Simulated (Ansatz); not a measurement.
# Amorphous Zr20O42Ge

A CHGNet melt-quench gave the starting glass, which DFT then relaxed. O atoms were pushed apart under 1.9 Å during the dynamics, to hinder bonds among them. The hot cell started wider than the set density and was brought back towards it in steps. It is the lowest in DFT energy of 2 quenches. It is a model cell: composition and starting density were chosen by hand, and all elements were melted together. No dispersion term was used.

Methods: PBE, scalar-relativistic without spin-orbit coupling (Ansatz, a first-principles code); r2SCAN, scalar-relativistic without spin-orbit coupling (Ansatz); HSE06, scalar-relativistic without spin-orbit coupling (Ansatz). Geometry, pressure, stress and energy are those of the PBE run. Its sampling: a 2×2×2 Γ-centred mesh; Fermi-Dirac width 0.02 eV; no spin polarisation. Other functionals are single points at the zone centre (r2SCAN at 500 eV; exact exchange cut at the cell's faces), free to take moments where seeds were set. At PBE the levels at the filled edge of the gap are localised (band-tail or defect states).

* **Number of atoms in the cell**: 63
* **Density (held, not predicted)**: 5.24 g/cm³
* **Volume per atom**: 12.93 Å³
* **Pressure on a 2×2×2 Γ-centred mesh**: 1.35 GPa
* **Largest force and stress component on that mesh (the relaxation ran on the zone centre alone)**: 0.10 eV/Å and 1.4 GPa
* **Level gap on a 2×2×2 Γ-centred mesh (PBE)**: 3.72 eV
* **Level gap at the zone centre (PBE)**: 3.85 eV
* **Level gap at the zone centre (r2SCAN)**: 4.32 eV
* **Level gap at the zone centre (HSE06)**: 5.40 eV

Cut-offs for bonds: Zr-Zr 3.41 Å, Zr-O 2.58 Å, Zr-Ge 3.03 Å, O-O 1.58 Å, O-Ge 2.23 Å, Ge-Ge 2.81 Å. Two cations that share two anions don't count as bonded, nor two that share one unless they lie closer than Zr-Zr 3.32 Å, Zr-Ge 2.94 Å, Ge-Ge 2.57 Å.

| Item | Value |
|---|---|
| Mean coordination of Zr by anions | 6.25 (3 with 5, 10 with 6, 6 with 7, 1 with 8); 2 close contacts or bonds to cations besides |
| Mean coordination of O | 3.12 (4 with 2, 29 with 3, 9 with 4) |
| Mean coordination of Ge by anions | 6.00 (1 with 6) |
| Mean Zr-O bond | 2.150 Å (spread 0.117 Å, 125 counted) |
| Mean O-Ge bond | 1.916 Å (spread 0.052 Å, 6 counted) |

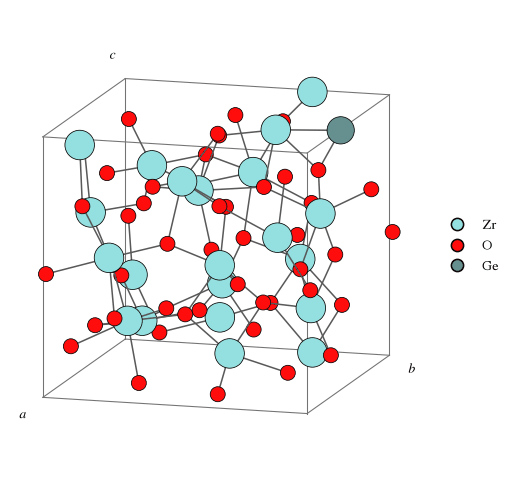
Fig. 1. The relaxed cell

Its density started from a set value of 5.24 g/cm³. Cooling (nominally 380 K/ps over its main leg) ran many orders faster than in experiment, which tends to leave more defects and strain. A cell of this size samples the disorder only roughly. The volume was held where the preparation left it and the shape relaxed, at a PBE pressure of 1.3 GPa. Stress components on the final sampling reach 1.4 GPa.
